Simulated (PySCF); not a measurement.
## Electronic structure of C2H7FGeO (SMILES OC[C@H](F)[GeH3]) in real space

```json
{"atom": "O", "x (Å)": "-0.7363", "y (Å)": "0.2078", "z (Å)": "1.3360"}
{"atom": "C", "x (Å)": "-1.2605", "y (Å)": "0.2459", "z (Å)": "0.0262"}
{"atom": "C", "x (Å)": "-0.1451", "y (Å)": "-0.2162", "z (Å)": "-0.8915"}
{"atom": "F", "x (Å)": "-0.3326", "y (Å)": "-1.5513", "z (Å)": "-1.2252"}
{"atom": "Ge", "x (Å)": "1.5960", "y (Å)": "-0.0913", "z (Å)": "0.0755"}
{"atom": "H", "x (Å)": "-1.4163", "y (Å)": "0.4255", "z (Å)": "1.9809"}
{"atom": "H", "x (Å)": "-1.5596", "y (Å)": "1.2688", "z (Å)": "-0.2358"}
{"atom": "H", "x (Å)": "-2.1286", "y (Å)": "-0.4174", "z (Å)": "-0.0724"}
{"atom": "H", "x (Å)": "-0.1695", "y (Å)": "0.3223", "z (Å)": "-1.8429"}
{"atom": "H", "x (Å)": "1.6664", "y (Å)": "-1.0840", "z (Å)": "1.1746"}
{"atom": "H", "x (Å)": "1.8141", "y (Å)": "1.2977", "z (Å)": "0.5688"}
{"atom": "H", "x (Å)": "2.6729", "y (Å)": "-0.4087", "z (Å)": "-0.9202"}
```

Geometry: GFN2-xTB.

Theory: B3LYP/def2-SVPD, SCF density, gas phase (PySCF 2.14.0).

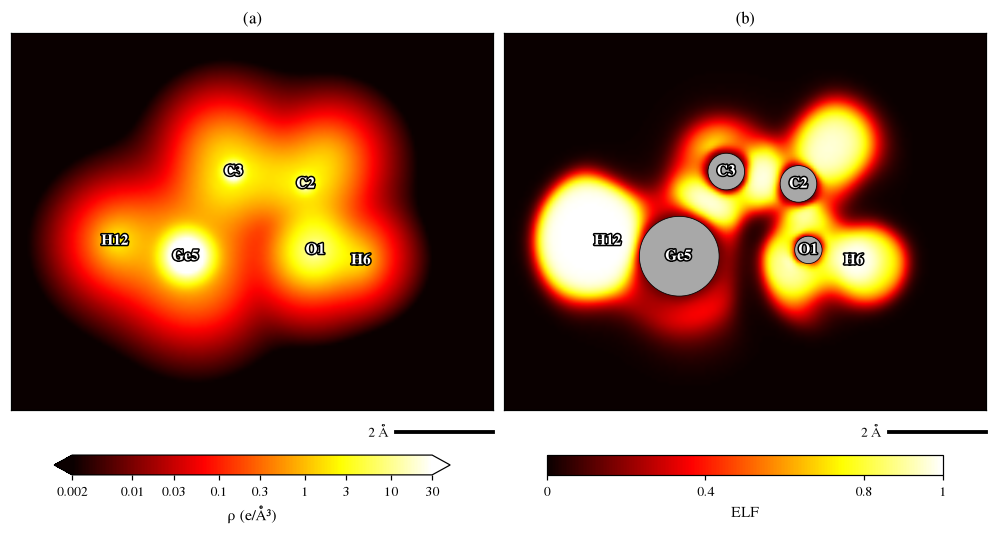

Figure 1. (a) electron density; (b) ELF on the plane of atoms C3, Ge5 and H12. Grey discs cover the atomic cores in the ELF map.

What do the fields say about this system?

- Atoms in the plane: O, C, Ge and H.
- C–O (1.41 Å): the density is about 2.1 e/Å³ at the midpoint, with its minimum of 1.7 e/Å³ about 0.5 Å from C; the ELF peaks at about 0.90 between the atoms, as expected for a polar covalent bond.
- C–C (1.52 Å): the density is about 1.8 e/Å³ at the midpoint; the ELF peaks at about 0.95 between the atoms; localised, covalent bonding.
- C–Ge (2.00 Å): the density is about 0.85 e/Å³ at the midpoint; the ELF peaks at about 0.95 in the valence shell of C, 0.7 Å from its nucleus, and is about 0.75 at the midpoint.
- O–H (0.96 Å): ρ is about 3.7 e/Å³ halfway; the ELF climbs to about 1 towards the hydrogen, as it does in any bond to H: an ordinary covalent bond to hydrogen.
- Ge–H (1.50 Å): ρ at the midpoint is about 1.1 e/Å³; the ELF climbs to about 1 towards the hydrogen.

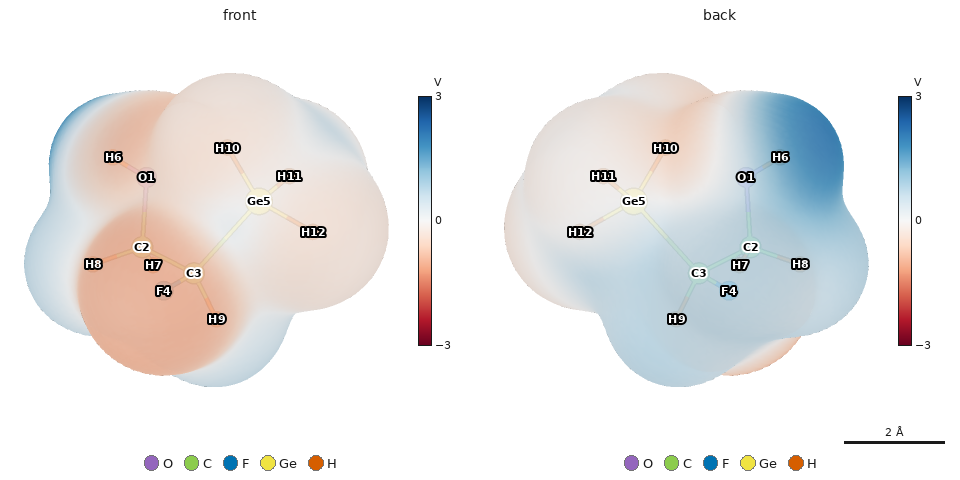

Figure 2. The electrostatic potential painted on the density surface at 0.001 e/bohr³, seen from the front and from behind; red is negative and blue positive.

Where is the surface potential most negative and most positive?

The most negative region (about −1.0 V, or −23 kcal/mol for a unit charge) lies over F4, the most positive (about +2.0 V, or +46 kcal/mol for a unit charge) over H6.

What dipole moment does the calculation give?

Its dipole moment is 2.90 D.
